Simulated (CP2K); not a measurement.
**AM1 run of BSiH2F2 (SMILES FB(F)[SiH2])**

What is the vertical electron affinity of BSiH2F2 at AM1? 

The calculation is run with CP2K 2026.2.

4 further runs of the same task are left out: 2 that didn't finish, 2 set aside as unsound or not needed.

### Step 1. The structure to begin with

The species is BSiH2F2 (6 atoms), meant as a doublet with charge 0. SMILES: `FB(F)[SiH2]`. The shape is that of a GFN2-xTB optimisation.

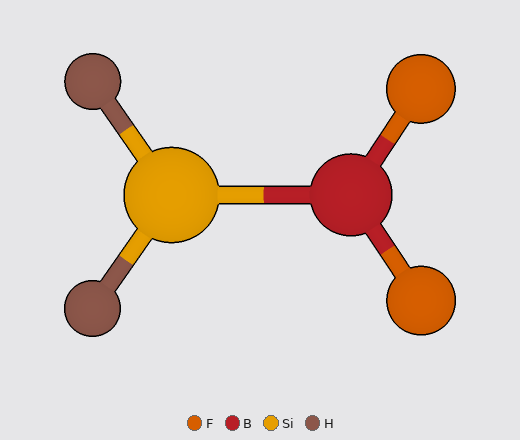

Viewed from a chosen angle; fluorine orange, boron red, silicon amber, hydrogen brown.

### Step 2. A single-point energy at AM1

molecule.xyz reads:

```xyz
6

F      1.138830    -0.662010     1.575080
B      0.528980    -0.732460     0.385910
F      0.712660    -1.911280    -0.220160
Si    -0.490810     0.686850    -0.361790
H     -1.171950     0.637840    -1.650550
H     -0.717730     1.981070     0.271500
```

run.inp reads:

```
&GLOBAL
 PROJECT run
 RUN_TYPE ENERGY
 PRINT_LEVEL MEDIUM
&END

&FORCE_EVAL
 METHOD QUICKSTEP
 &DFT
  MULTIPLICITY 2
  SPIN_POLARIZED T
  &QS
   METHOD AM1
   EPS_DEFAULT 1.0E-10
   &SE
    &COULOMB
     CUTOFF [angstrom] 50
     RC_RANGE [angstrom] 0
    &END
    &EXCHANGE
     CUTOFF [angstrom] 50
     RC_RANGE [angstrom] 0
    &END
   &END
  &END
  &POISSON
   PERIODIC NONE
   POISSON_SOLVER ANALYTIC
  &END
  &SCF
   SCF_GUESS ATOMIC
   EPS_SCF 1.0E-06
   MAX_SCF 80
   ADDED_MOS 8
   &DIAGONALIZATION
    ALGORITHM STANDARD
   &END
   &MIXING
    METHOD DIRECT_P_MIXING
    ALPHA 0.4
   &END
  &END
  &PRINT
   &MOMENTS
    PERIODIC F
    REFERENCE COM
    MAX_MOMENT 1
   &END
   &MO ON
    ENERGIES T
    OCCUPATION_NUMBERS T
    NDIGITS 6
    &EACH
     QS_SCF 0
    &END
    ADD_LAST NUMERIC
   &END
   &HIRSHFELD OFF
   &END
  &END
 &END
 &SUBSYS
  &CELL
   ABC 12.3 13.9 13.2
   PERIODIC NONE
  &END
  &TOPOLOGY
   COORD_FILE_NAME molecule.xyz
   COORD_FILE_FORMAT XYZ
   &CENTER_COORDINATES
   &END
  &END
 &END
&END
```

The run is started by

```bash
$ OMP_NUM_THREADS=1 cp2k.psmp run.inp > run.out
```

The log of the run:

```text
CP2K| version string:                                       CP2K version 2026.2
[...]
 GLOBAL| Method name                                                        CP2K
[...]
 GLOBAL| Run type                                                         ENERGY
[...]
 *** WARNING in qs_environment.F:2191 :: More ADDED_MOs requested for beta ***
 *** spin than available.                                                  ***
 *** WARNING in qs_environment.F:2210 :: More added MOs requested than     ***
 *** available. The full set of unoccupied MOs will be used. Use           ***
 *** 'ADDED_MOS -1' to always use all available MOs and to get rid of this ***
[...]
                             - Atoms:                                          6
[...]
                             - Spherical basis functions:                     18
[...]
 Number of electrons:                                                         12
[...]
     1 P_Mix/Diag. 0.40E+00    0.0     0.38036133       -38.3713938924 -3.84E+01
[...]
    16 DIIS/Diag.  0.24E-06    0.0     0.00000090       -42.3902813504 -6.06E-11
  *** SCF run converged in    16 steps ***
  Core-core repulsion energy [eV]:                           1197.47036781984798
  Core Hamiltonian energy [eV]:                             -1897.53268239866020
  Two-electron integral energy [eV]:                         -906.87180607070366
  Electronic energy [eV]:                                   -2350.96858543401231
  Total energy [eV]:                                        -1153.49821761416410
  Atomic reference energy [eV]:                              1146.83477885367392
  Heat of formation [kcal/mol]:                              -153.66256043586827
[...]
 SE_DIPOLE| Moment [Debye]          0.81250079      -1.13260011       0.59481540
 SE_DIPOLE| Derivative [a.u.]       0.00000000       0.00000000       0.00000000
 ENERGY| Total FORCE_EVAL ( QS ) energy [hartree]            -42.390281350437121
[...]
```

Wall time 0.29 s (1 thread of Arm Neoverse V1, shared host).

### Step 3. The singlet anion, same level

molecule.xyz is that of step 2.

job.inp reads:

```
&GLOBAL
 PROJECT job
 RUN_TYPE ENERGY
 PRINT_LEVEL MEDIUM
&END GLOBAL

&FORCE_EVAL
 METHOD Quickstep
 &DFT
  CHARGE -1
  ! Quickstep
  &QS
   METHOD AM1
   EPS_DEFAULT 1.0E-10
   &SE
    &COULOMB
     CUTOFF [angstrom] 50
     RC_RANGE [angstrom] 0
    &END COULOMB
    &EXCHANGE
     CUTOFF [angstrom] 50
     RC_RANGE [angstrom] 0
    &END EXCHANGE
   &END SE
  &END QS
  ! cluster boundary conditions
  &POISSON
   PERIODIC NONE
   POISSON_SOLVER ANALYTIC
  &END POISSON
  &SCF
   SCF_GUESS ATOMIC
   EPS_SCF 1.0E-06
   MAX_SCF 100
   &DIAGONALIZATION
    ALGORITHM STANDARD
   &END DIAGONALIZATION
   &MIXING
    METHOD DIRECT_P_MIXING
    ALPHA 0.4
   &END MIXING
  &END SCF
  &PRINT
   &MOMENTS
    PERIODIC F
    REFERENCE COM
    MAX_MOMENT 1
   &END MOMENTS
   &MO ON
    ENERGIES T
    OCCUPATION_NUMBERS T
    NDIGITS 6
    &EACH
     QS_SCF 0
    &END EACH
    ADD_LAST NUMERIC
   &END MO
   &HIRSHFELD OFF
   &END HIRSHFELD
  &END PRINT
 &END DFT
 &SUBSYS
  ! box in angstrom
  &CELL
   ABC 12.3 13.9 13.2
   PERIODIC NONE
  &END CELL
  &TOPOLOGY
   COORD_FILE_NAME molecule.xyz
   COORD_FILE_FORMAT XYZ
   &CENTER_COORDINATES
   &END CENTER_COORDINATES
  &END TOPOLOGY
 &END SUBSYS
&END FORCE_EVAL
```

The run is started by

```bash
$ OMP_NUM_THREADS=1 cp2k.psmp -i job.inp > job.out 2>&1
```

The log of the run:

```text
CP2K| version string:                                       CP2K version 2026.2
[...]
 GLOBAL| Method name                                                        CP2K
[...]
 GLOBAL| Run type                                                         ENERGY
[...]
                             - Atoms:                                          6
[...]
                             - Spherical basis functions:                     18
[...]
 Number of electrons:                                                         24
[...]
     1 P_Mix/Diag. 0.40E+00    0.0     0.71737049       -38.7157331522 -3.87E+01
[...]
    17 DIIS/Diag.  0.90E-07    0.0     0.00000019       -42.4635249188 -1.49E-12
  *** SCF run converged in    17 steps ***
  Core-core repulsion energy [eV]:                           1197.47036781984798
  Core Hamiltonian energy [eV]:                             -1935.93857877880328
  Two-electron integral energy [eV]:                         -834.04613101566929
  Electronic energy [eV]:                                   -2352.96164428663815
  Total energy [eV]:                                        -1155.49127646678994
  Atomic reference energy [eV]:                              1146.83477885367392
  Heat of formation [kcal/mol]:                              -199.62359308012148
[...]
 SE_DIPOLE| Moment [Debye]         -2.33004172       3.25704865      -1.71806484
 SE_DIPOLE| Derivative [a.u.]       0.00000000       0.00000000       0.00000000
 ENERGY| Total FORCE_EVAL ( QS ) energy [hartree]            -42.463524918758829
[...]
```

Wall time 0.27 s (1 thread of Arm Neoverse V1, shared host).

### Step 4. Summary of results

Level: AM1.

```
                                           quantity            value
                      doublet BSiH2F2: total energy     -42.39028 Eh
                     doublet BSiH2F2: dipole moment           1.52 D
doublet BSiH2F2: HOMO energy (highest over α and β)         -9.14 eV
 doublet BSiH2F2: LUMO energy (lowest over α and β)         -1.81 eV
                 doublet BSiH2F2: heat of formation  -153.7 kcal/mol
                        singlet anion: total energy     -42.46352 Eh
                         singlet anion: HOMO energy         -2.18 eV
                   singlet anion: heat of formation  -199.6 kcal/mol
  vertical electron affinity (to the singlet anion)         1.993 eV
```

**Reading.** At fixed nuclei the extra electron is bound by 1.99 eV (192 kJ/mol). A minimal valence basis can't be trusted even for the sign of an electron affinity.
